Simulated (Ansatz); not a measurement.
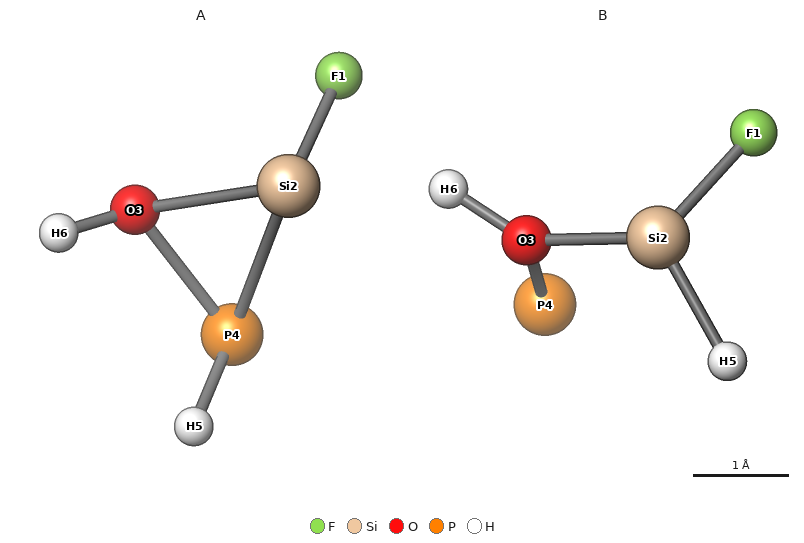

Two geometries of SiPH2OF, drawn at one scale. One is the start of a relaxation, the other its converged end. Style: ball-and-stick. Shown from a free direction.

These are results of Ansatz, RHF/def2-mTZVP, not measurements. Settings: no spin polarisation; force threshold 0.02 eV/Å; at most 50 steps.

Which one is relaxed?

Structure A is the relaxed one. The run prepares an end point of a later path (hydrogen shift) calculation, from a guessed geometry. After 31 geometry steps the energy has fallen by 5.310 eV. Largest force component: 7.3 eV/Å at the start, 0.0052 eV/Å at the end. The atom that moves furthest after the best rigid fit is H5 (1.72 Å). Largest moves by element: H 1.72 Å, P 1.20 Å, F 0.68 Å, Si 0.65 Å, O 0.36 Å. Some distances before and after: P4–H5 3.118 → 1.411 Å, Si2–H5 1.499 → 2.808 Å, Si2–O3 1.582 → 1.895 Å, Si2–P4 2.640 → 2.340 Å. New bonds form: P4–H5 (3.12 → 1.41 Å). Bonds break: Si2–H5 (1.50 → 2.81 Å). Bond angles that change, for instance: Si2–O3–P4 110.0° → 78.6°, Si2–O3–H6 140.4° → 121.6°, F1–Si2–O3 112.0° → 94.2°.
